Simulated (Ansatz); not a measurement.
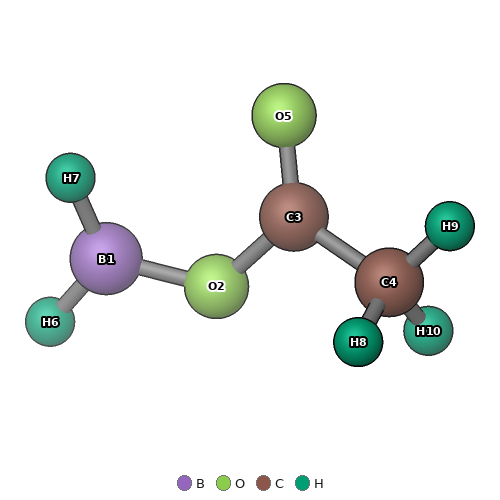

The system is C2H5BO2, SMILES BOC(C)=O; the picture shows the grid point nearest to the relaxed geometry. Two internal coordinates are moved rigidly from the geometry relaxed at PBE0-D4/def2-TZVP, all others fixed. Coordinates scanned: (1) bond C3–O5; (2) angle H10–C4–H8. The grid has 5 × 5 points. Points are written as (first, second). Energies are in eV, from the lowest grid point. These are results of Ansatz, RHF-CCSD(T), frozen core/def2-TZVPP, not measurements.

Its coordinates:

```xyz
10

B    -0.3495    1.7772   -0.8692
O    -0.6107    0.5819   -0.2657
C     0.3041   -0.4476   -0.2417
C     0.0871   -1.3257    0.9449
O     1.1363   -0.6038   -1.1159
H    -1.2685    2.5370   -0.9217
H     0.7459    2.0257   -1.2698
H     0.1759   -0.7378    1.8609
H     0.8099   -2.1372    0.9436
H    -0.9294   -1.7240    0.9185
```

Range: bond C3–O5 from 1.072 to 1.429 Å; angle H10–C4–H8 from 77 to 137°.

**What will the energy surface look like?**

The lowest grid point is at (1.217 Å, 107°). It is the only kind of minimum in the scanned range. The highest grid point, (1.429 Å, 77°), lies 2.07 eV above the lowest. Round the minimum the two coordinates are nearly uncoupled.

```tsv
angle H10–C4–H8 ↓, bond C3–O5 →	1.072	1.130	1.217	1.317	1.429
137	1.62	0.93	0.69	1.11	2.00
122	1.09	0.40	0.17	0.60	1.50
107	0.92	0.23	0.00	0.44	1.35
92	1.09	0.40	0.18	0.62	1.54
77	1.61	0.93	0.71	1.15	2.07
```

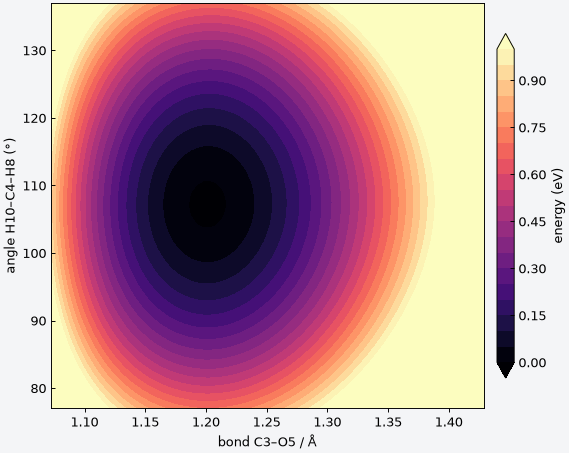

In the figure: filled contours, one colour for all values above the top of the scale. Between grid points the surface is interpolated.
